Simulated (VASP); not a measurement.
Given:

```
HfB2
1.0
    1.57070    -2.72052     0.00000
    1.57070     2.72052     0.00000
    0.00000     0.00000     3.49139
Hf B
1 2
Direct
  0.00000   0.00000   0.00000
  0.33333   0.66667   0.50000
  0.66667   0.33333   0.50000
```

The numbers are results of PBE GGA, VASP's PBE PAW potentials (set 64) (plane waves; VASP), not measurements. Numerical set-up: 520 eV cut-off, 13×13×10 Γ-centred mesh, tetrahedra with Blöchl corrections, potentials Hf_pv B.

Unless said otherwise, spin-orbit coupling is left out, though it shifts the bands of the heavy elements here.

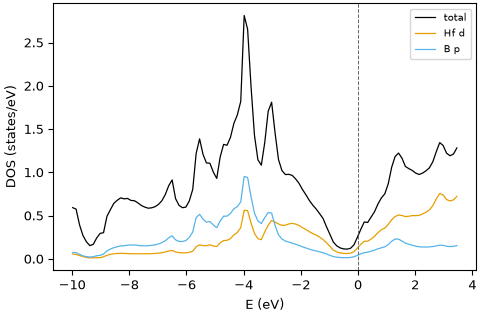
Total and projected density of states, zero at the Fermi level

Within 2 eV below the Fermi level the largest weight inside VASP's projection spheres is Hf d, then B p.

It has no gap at this level: it comes out as a metal or semimetal.

The compound is HfB2 in the AlB2 type structure. It was relaxed first.
